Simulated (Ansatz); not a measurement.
## Run report: C2H6BFN2, geometry relaxation (part 2 of 2)

Continued. System: C2H6BFN2, SMILES NC1NCB1F. Method: RKS revPBE/def2-SVP (Ansatz 0.2.0). It belongs to a series of runs on one base structure; here: end point B relaxed.

Geometry of the input (Å):
```
N  -0.4980  -1.0814  1.4315
C  0.1546  0.0218  0.7006
N  -0.8383  0.9920  0.2917
C  -0.2163  2.0109  1.0026
B  0.9472  1.0647  1.6326
F  2.3763  1.2640  1.9055
H  -1.0157  -1.6539  0.7407
H  0.2108  -1.6114  1.8889
H  0.8088  -0.4048  -0.1517
H  -0.6582  1.1845  -0.7558
H  0.1951  2.8277  0.4813
H  -0.8818  2.3188  1.8668
```

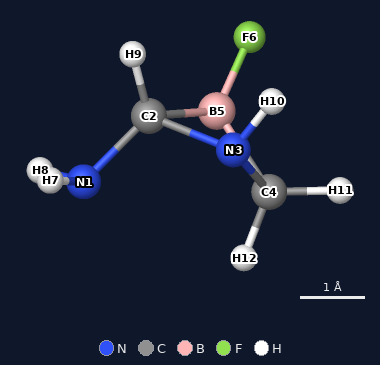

Fig. 1: The geometry at step 16 of the log (ball-and-stick view, seen at a tilt; atoms are numbered from 1 in the order of the input).

## Trajectory as extended XYZ, continued
```
12
Properties=species:S:1:pos:R:3:forces:R:3 step=7 energy=-8536.08081
N    -0.4760   -1.0871    1.4750    0.0607   0.0969   0.0485
C     0.2306   -0.0999    0.6532    0.0141  -0.0208  -0.0090
N    -0.6928    0.9971    0.2019   -0.0272   0.0308   0.0032
C    -0.1992    2.1010    1.1103    0.0389  -0.0050  -0.0053
B     0.9694    1.0783    1.4479   -0.1246   0.0103  -0.0001
F     2.2225    1.2383    1.8851    0.0364   0.0115  -0.0379
H    -1.0634   -1.6837    0.8783   -0.0737  -0.0690  -0.0767
H     0.2129   -1.7141    1.9102    0.0319  -0.0287   0.0294
H     0.8004   -0.5320   -0.2156   -0.0082  -0.0152   0.0086
H    -0.5918    1.2179   -0.7960    0.0572   0.0038   0.0340
H     0.1170    3.0393    0.5973   -0.0031  -0.0042   0.0112
H    -0.9452    2.3777    1.8871   -0.0024  -0.0105  -0.0058
12
Properties=species:S:1:pos:R:3:forces:R:3 step=8 energy=-8536.08975
N    -0.4933   -1.0777    1.4800    0.0509   0.1307   0.0377
C     0.2312   -0.1054    0.6565   -0.0103  -0.0822   0.0426
N    -0.6781    1.0009    0.1852    0.0403   0.0157  -0.0749
C    -0.2096    2.0909    1.1271   -0.0486   0.1616  -0.0273
B     0.9670    1.0810    1.4375    0.0511  -0.1004   0.0104
F     2.2422    1.2626    1.8057   -0.0175   0.0225  -0.0561
H    -1.0689   -1.6814    0.8804   -0.1053  -0.0877  -0.0949
H     0.1861   -1.7020    1.9337    0.0373  -0.0089   0.0403
H     0.7985   -0.5548   -0.2032    0.0108   0.0070  -0.0165
H    -0.5185    1.2369   -0.8042    0.0295  -0.0147   0.1197
H     0.0960    3.0445    0.6359   -0.0209  -0.0137   0.0218
H    -0.9683    2.3373    1.9003   -0.0172  -0.0299  -0.0027
12
Properties=species:S:1:pos:R:3:forces:R:3 step=9 energy=-8536.09701
N    -0.5068   -1.0671    1.4811    0.0851   0.1138   0.0378
C     0.2352   -0.1108    0.6561   -0.0268  -0.0447   0.0303
N    -0.6630    1.0026    0.1733    0.0690   0.0205   0.0047
C    -0.2149    2.0854    1.1378   -0.0230   0.1266  -0.0536
B     0.9749    1.0808    1.4257   -0.1187  -0.0988   0.0283
F     2.2559    1.2746    1.7600    0.0659   0.0382  -0.0652
H    -1.0730   -1.6795    0.8814   -0.1094  -0.0842  -0.1005
H     0.1631   -1.6863    1.9556    0.0305  -0.0053   0.0462
H     0.8014   -0.5693   -0.1992    0.0016  -0.0029  -0.0141
H    -0.4803    1.2478   -0.8086    0.0482  -0.0029   0.0679
H     0.0756    3.0513    0.6621   -0.0258  -0.0182   0.0224
H    -0.9838    2.3035    1.9093    0.0033  -0.0422  -0.0042
12
Properties=species:S:1:pos:R:3:forces:R:3 step=10 energy=-8536.10686
N    -0.5205   -1.0581    1.4823    0.1021   0.1431   0.0440
C     0.2379   -0.1156    0.6579   -0.0285  -0.0649   0.0420
N    -0.6469    1.0047    0.1622    0.1028   0.0389  -0.0147
C    -0.2211    2.0788    1.1490   -0.0264   0.1459  -0.0485
B     0.9788    1.0809    1.4179   -0.1092  -0.0956   0.0099
F     2.2704    1.2907    1.7054    0.0319   0.0359  -0.0828
H    -1.0782   -1.6762    0.8823   -0.1327  -0.1083  -0.1224
H     0.1394   -1.6727    1.9758    0.0358  -0.0081   0.0563
H     0.8025   -0.5837   -0.1928    0.0045  -0.0025  -0.0094
H    -0.4336    1.2593   -0.8123    0.0422  -0.0107   0.1056
H     0.0544    3.0562    0.6885   -0.0265  -0.0239   0.0292
H    -0.9988    2.2684    1.9185    0.0039  -0.0499  -0.0093
12
Properties=species:S:1:pos:R:3:forces:R:3 step=11 energy=-8536.12051
N    -0.5367   -1.0463    1.4837    0.1255   0.1535   0.0437
C     0.2417   -0.1216    0.6593   -0.0297  -0.0714   0.0523
N    -0.6264    1.0079    0.1484    0.1462   0.0551   0.0076
C    -0.2279    2.0708    1.1625   -0.0298   0.1625  -0.0590
B     0.9843    1.0815    1.4059   -0.1497  -0.1070   0.0063
F     2.2847    1.3094    1.6403    0.0268   0.0401  -0.1016
H    -1.0844   -1.6726    0.8839   -0.1459  -0.1211  -0.1350
H     0.1105   -1.6549    2.0009    0.0303   0.0031   0.0575
H     0.8049   -0.6019   -0.1850    0.0016  -0.0011  -0.0102
H    -0.3794    1.2737   -0.8160    0.0417  -0.0159   0.1250
H     0.0292    3.0621    0.7219   -0.0318  -0.0366   0.0332
H    -1.0163    2.2246    1.9289    0.0149  -0.0612  -0.0197
12
Properties=species:S:1:pos:R:3:forces:R:3 step=12 energy=-8536.13842
N    -0.5544   -1.0334    1.4847    0.1464   0.1615   0.0388
C     0.2462   -0.1283    0.6614   -0.0343  -0.0849   0.0652
N    -0.6026    1.0116    0.1348    0.1953   0.0758   0.0205
C    -0.2350    2.0619    1.1774   -0.0372   0.1769  -0.0607
B     0.9898    1.0821    1.3932   -0.1640  -0.1091  -0.0078
F     2.2979    1.3308    1.5663   -0.0030   0.0382  -0.1179
H    -1.0913   -1.6685    0.8852   -0.1549  -0.1316  -0.1424
H     0.0780   -1.6347    2.0280    0.0246   0.0132   0.0581
H     0.8072   -0.6213   -0.1762    0.0010   0.0020  -0.0087
H    -0.3186    1.2894   -0.8169    0.0336  -0.0234   0.1485
H     0.0013    3.0672    0.7579   -0.0333  -0.0493   0.0360
H    -1.0343    2.1761    1.9389    0.0258  -0.0694  -0.0296
12
Properties=species:S:1:pos:R:3:forces:R:3 step=13 energy=-8536.16005
N    -0.5727   -1.0194    1.4850    0.1638   0.1548   0.0284
C     0.2512   -0.1358    0.6638   -0.0372  -0.0937   0.0764
N    -0.5757    1.0162    0.1216    0.2434   0.0945   0.0474
C    -0.2421    2.0523    1.1932   -0.0416   0.1811  -0.0622
B     0.9954    1.0828    1.3792   -0.1860  -0.1063  -0.0265
F     2.3083    1.3537    1.4860   -0.0301   0.0342  -0.1269
H    -1.0987   -1.6645    0.8866   -0.1538  -0.1323  -0.1388
H     0.0429   -1.6118    2.0569    0.0142   0.0273   0.0527
H     0.8098   -0.6415   -0.1670   -0.0006   0.0055  -0.0077
H    -0.2538    1.3063   -0.8150    0.0227  -0.0297   0.1608
H    -0.0283    3.0711    0.7962   -0.0325  -0.0608   0.0356
H    -1.0520    2.1235    1.9481    0.0377  -0.0745  -0.0392
12
Properties=species:S:1:pos:R:3:forces:R:3 step=14 energy=-8536.18361
N    -0.5904   -1.0054    1.4846    0.1721   0.1348   0.0141
C     0.2565   -0.1434    0.6666   -0.0410  -0.0988   0.0843
N    -0.5473    1.0211    0.1104    0.2802   0.1089   0.0758
C    -0.2485    2.0426    1.2090   -0.0434   0.1734  -0.0608
B     1.0004    1.0833    1.3651   -0.2051  -0.0967  -0.0499
F     2.3144    1.3765    1.4045   -0.0509   0.0276  -0.1257
H    -1.1062   -1.6608    0.8879   -0.1420  -0.1226  -0.1242
H     0.0076   -1.5875    2.0852    0.0032   0.0390   0.0444
H     0.8123   -0.6608   -0.1580   -0.0010   0.0089  -0.0064
H    -0.1890    1.3229   -0.8097    0.0104  -0.0339   0.1593
H    -0.0576    3.0735    0.8336   -0.0277  -0.0667   0.0325
H    -1.0678    2.0707    1.9555    0.0453  -0.0739  -0.0433
12
Properties=species:S:1:pos:R:3:forces:R:3 step=15 energy=-8536.23884
N    -0.6266   -0.9839    1.4780    0.1577  -0.0836   0.0000
C     0.2691   -0.1645    0.6789   -0.1131  -0.0729   0.1049
N    -0.4741    1.0348    0.1024    0.2904   0.1539   0.0216
C    -0.2604    2.0321    1.2452   -0.1101  -0.0338   0.0313
B     0.9997    1.0823    1.3383    0.1666   0.1030  -0.1595
F     2.3115    1.4261    1.2125   -0.3596  -0.0732  -0.0490
H    -1.1224   -1.6631    0.8828   -0.0137   0.0020   0.0185
H    -0.0689   -1.5376    2.1455   -0.1031   0.1030  -0.0649
H     0.8184   -0.6957   -0.1391    0.0166   0.0194   0.0202
H    -0.0466    1.3548   -0.7815   -0.0377  -0.0323   0.1327
H    -0.1156    3.0794    0.9041    0.0057  -0.0643   0.0402
H    -1.0999    1.9680    1.9677    0.1002  -0.0210  -0.0962
12
Properties=species:S:1:pos:R:3:forces:R:3 step=16 energy=-8536.26525
N    -0.6640   -0.9586    1.4698    0.2626  -0.1130   0.0434
C     0.2787   -0.1834    0.6871   -0.0257  -0.0692   0.0601
N    -0.3975    1.0519    0.0884    0.2350   0.1672   0.0865
C    -0.2737    2.0099    1.2818   -0.0360  -0.0313  -0.0035
B     1.0043    1.0855    1.2936    0.2374   0.1553  -0.1800
F     2.2954    1.4733    1.0239   -0.5357  -0.1565   0.1066
H    -1.1309   -1.6680    0.8867    0.0031   0.0197   0.0370
H    -0.1553   -1.4702    2.2098   -0.1566   0.1645  -0.1764
H     0.8307   -0.7311   -0.1157   -0.0279   0.0163   0.0066
H     0.0897    1.3931   -0.7579   -0.1235  -0.0640   0.1713
H    -0.1661    3.0759    0.9910   -0.0183  -0.1014   0.0082
H    -1.1270    1.8545    1.9762    0.1855   0.0124  -0.1598
12
Properties=species:S:1:pos:R:3:forces:R:3 step=17 energy=-8536.24386 accepted=F
N    -0.6492   -0.9583    1.4530   -0.2251  -0.2926   0.0880
C     0.2856   -0.1926    0.6889   -0.1558  -0.0600   0.0784
N    -0.3607    1.0735    0.1308    0.0936  -0.1428  -1.1544
C    -0.2619    2.0107    1.2879   -0.2815   0.2706   0.3591
B     0.9844    1.0765    1.2822    0.5894   0.0421   0.1481
F     2.2617    1.4534    1.0044    0.1498   0.0790  -0.0478
H    -1.1025   -1.6878    0.8876   -0.0321  -0.0095   0.0384
H    -0.1820   -1.4228    2.2375    0.0024   0.0198   0.0429
H     0.8027   -0.7273   -0.1385    0.1376   0.0236  -0.0470
H     0.0997    1.4141   -0.7271   -0.1412  -0.0789   0.0587
H    -0.1760    3.0707    0.9845    0.0767   0.0037   0.0907
H    -1.1175    1.8229    1.9436   -0.2139   0.1449   0.3450
12
Properties=species:S:1:pos:R:3:forces:R:3 step=18 energy=-8536.27936
N    -0.6578   -0.9649    1.4589    0.0092  -0.0191  -0.0476
C     0.2808   -0.1886    0.6869   -0.0264  -0.0408   0.0314
N    -0.3789    1.0608    0.0976    0.0165  -0.0220   0.0141
C    -0.2723    2.0098    1.2834    0.0378   0.0173   0.0399
B     0.9962    1.0841    1.2859    0.0476   0.0154  -0.0081
F     2.2739    1.4696    1.0177   -0.0152  -0.0092  -0.0043
H    -1.1221   -1.6840    0.8883    0.0065   0.0033   0.0051
H    -0.1720   -1.4482    2.2220   -0.0103   0.0314   0.0204
H     0.8293   -0.7281   -0.1216    0.0096   0.0058  -0.0204
H     0.0885    1.3980   -0.7538   -0.0287   0.0145  -0.0099
H    -0.1640    3.0722    0.9955    0.0140   0.0148  -0.0138
H    -1.1171    1.8522    1.9739   -0.0605  -0.0114  -0.0069
12
Properties=species:S:1:pos:R:3:forces:R:3 step=19 energy=-8536.28127
N    -0.6700   -0.9741    1.4313    0.0899  -0.0949  -0.0253
C     0.2756   -0.1929    0.6761   -0.0774  -0.0487   0.0765
N    -0.3767    1.0690    0.1026    0.0661   0.0394  -0.0084
C    -0.2654    2.0075    1.2960   -0.0416  -0.0397   0.0152
B     0.9950    1.0713    1.2865   -0.0022   0.0513  -0.1059
F     2.2668    1.4627    0.9969    0.0278  -0.0251   0.0389
H    -1.0609   -1.7519    0.8833    0.0028   0.0471   0.0344
H    -0.2225   -1.3726    2.2637   -0.0276   0.0033  -0.0232
H     0.8275   -0.7213   -0.1366   -0.0206  -0.0116  -0.0014
H     0.0739    1.4133   -0.7542    0.0086   0.0232  -0.0197
H    -0.1355    3.0696    1.0172   -0.0145   0.0288  -0.0118
H    -1.1233    1.8524    1.9718   -0.0114   0.0269   0.0306
12
Properties=species:S:1:pos:R:3:forces:R:3 step=20 energy=-8536.28313
N    -0.6642   -0.9775    1.4361    0.0440  -0.0489   0.0060
C     0.2751   -0.1945    0.6782   -0.0137  -0.0210   0.0434
N    -0.3705    1.0718    0.1025    0.0256   0.0273  -0.0427
C    -0.2677    2.0102    1.2957   -0.0161  -0.0229   0.0016
B     0.9936    1.0747    1.2800   -0.0167  -0.0088  -0.0102
F     2.2699    1.4582    1.0025    0.0318   0.0094   0.0021
H    -1.0708   -1.7451    0.8864    0.0044   0.0216   0.0212
H    -0.2121   -1.3860    2.2618   -0.0372   0.0305  -0.0492
H     0.8213   -0.7242   -0.1376    0.0013   0.0049  -0.0014
H     0.0803    1.4180   -0.7544   -0.0215  -0.0135   0.0053
H    -0.1437    3.0728    1.0133   -0.0009   0.0073   0.0008
H    -1.1269    1.8544    1.9702   -0.0010   0.0143   0.0230
12
Properties=species:S:1:pos:R:3:forces:R:3 step=21 energy=-8536.28000 accepted=F
N    -0.6582   -0.9980    1.4116   -0.0243   0.0906   0.2094
C     0.2763   -0.1946    0.6798   -0.0296  -0.2304  -0.1644
N    -0.3689    1.0751    0.1043    0.0001   0.0069   0.0807
C    -0.2665    2.0119    1.2989    0.0364   0.0565  -0.0124
B     0.9923    1.0749    1.2740    0.0331   0.0652   0.0402
F     2.2705    1.4621    0.9966   -0.0472  -0.0397   0.0085
H    -1.0579   -1.7825    0.8862    0.0657   0.0244  -0.1049
H    -0.2484   -1.3602    2.2762    0.0031   0.0020   0.0173
H     0.8307   -0.7155   -0.1368    0.0011   0.0272  -0.0164
H     0.0670    1.4158   -0.7611   -0.0028   0.0412  -0.0094
H    -0.1336    3.0748    1.0189   -0.0067  -0.0127  -0.0053
H    -1.1187    1.8691    1.9860   -0.0289  -0.0311  -0.0433
12
Properties=species:S:1:pos:R:3:forces:R:3 step=22 energy=-8536.28352
N    -0.6618   -0.9853    1.4283   -0.0033   0.0055  -0.0113
C     0.2768   -0.1988    0.6786   -0.0122   0.0330   0.0223
N    -0.3654    1.0739    0.1065    0.0155   0.0010  -0.0351
C    -0.2661    2.0129    1.2986   -0.0183  -0.0179  -0.0057
B     0.9917    1.0728    1.2775    0.0417   0.0287  -0.0061
F     2.2709    1.4574    1.0047   -0.0186  -0.0140   0.0023
H    -1.0602   -1.7579    0.8826   -0.0074  -0.0151  -0.0017
H    -0.2265   -1.3768    2.2682    0.0047  -0.0040   0.0138
H     0.8267   -0.7241   -0.1377   -0.0096   0.0145  -0.0038
H     0.0619    1.4173   -0.7632   -0.0046  -0.0019   0.0271
H    -0.1371    3.0759    1.0167    0.0105  -0.0238  -0.0045
H    -1.1267    1.8655    1.9741    0.0016  -0.0059   0.0026
12
Properties=species:S:1:pos:R:3:forces:R:3 step=23 energy=-8536.28374
N    -0.6627   -0.9852    1.4267    0.0021  -0.0064   0.0024
C     0.2754   -0.1973    0.6780    0.0055  -0.0119  -0.0168
N    -0.3646    1.0752    0.1043   -0.0138  -0.0036   0.0263
C    -0.2670    2.0100    1.2988    0.0000   0.0146  -0.0094
B     0.9927    1.0729    1.2765    0.0038   0.0009  -0.0014
F     2.2712    1.4562    1.0017   -0.0023  -0.0007   0.0034
H    -1.0558   -1.7637    0.8847    0.0048   0.0072   0.0051
H    -0.2314   -1.3681    2.2733   -0.0056   0.0054  -0.0110
H     0.8230   -0.7206   -0.1408    0.0002  -0.0073   0.0047
H     0.0672    1.4207   -0.7612    0.0071   0.0032  -0.0056
H    -0.1366    3.0727    1.0182   -0.0030   0.0006   0.0023
H    -1.1271    1.8603    1.9745    0.0012  -0.0019   0.0001
12
Properties=species:S:1:pos:R:3:forces:R:3 step=24 energy=-8536.28377
N    -0.6629   -0.9845    1.4267    0.0024  -0.0054   0.0029
C     0.2756   -0.1974    0.6775    0.0001  -0.0044  -0.0005
N    -0.3655    1.0748    0.1047   -0.0034   0.0022  -0.0059
C    -0.2670    2.0103    1.2985    0.0006   0.0012   0.0014
B     0.9928    1.0730    1.2763    0.0025  -0.0014   0.0038
F     2.2712    1.4561    1.0021    0.0020   0.0012  -0.0004
H    -1.0562   -1.7627    0.8848    0.0008   0.0022   0.0008
H    -0.2308   -1.3681    2.2723   -0.0025   0.0011  -0.0014
H     0.8232   -0.7219   -0.1405   -0.0013   0.0004   0.0005
H     0.0679    1.4207   -0.7603    0.0006   0.0009  -0.0024
H    -0.1377    3.0729    1.0177   -0.0016   0.0011   0.0006
H    -1.1263    1.8597    1.9748   -0.0003   0.0008   0.0006
```

## Summary

- outcome: converged
- total energy: −8536.2838 eV
- mean-field energy: −8536.2838 eV
- largest force (length of the vector) at the end: 0.007 eV/Å
- hardware: 2 threads of Arm Neoverse V1, 24 GiB of memory available, shared host
- wall time: 61 s (CPU time 1.9 min)
- peak memory: 0.15 GiB
